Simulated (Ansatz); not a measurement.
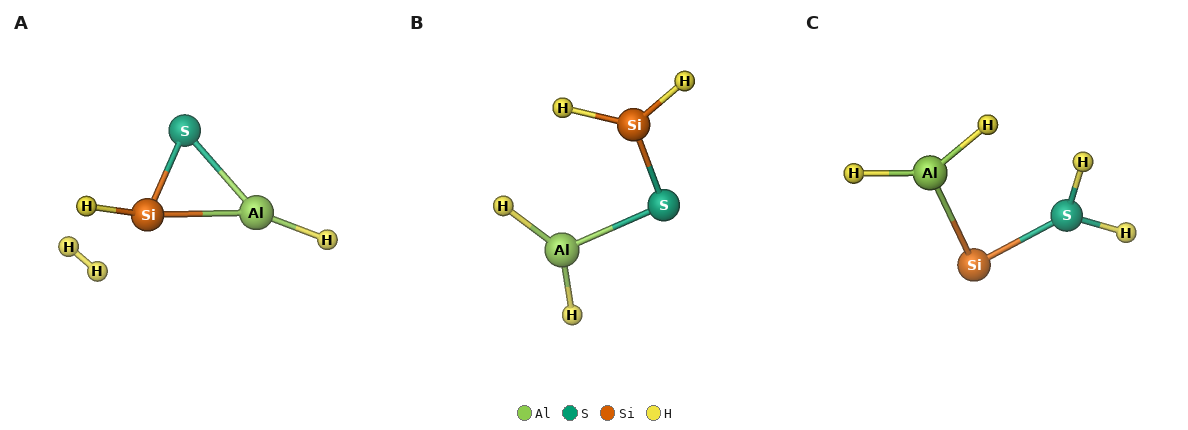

3 stationary structures of one formula. The species has charge +1 and is a spin singlet. Geometries: PBE0-D4/def2-TZVP. Electronic energies: r2SCAN-D4/def2-TZVPP (Ansatz 0.2.0), without zero-point energy. No frequency run is at hand to confirm each as a minimum. Each is one conformer, not always the lowest.

Which is lowest in energy, and by how much?

B is lowest (Cs); A lies 77.9 kJ/mol above it (C1), C lies 248.0 kJ/mol above it (Cs).
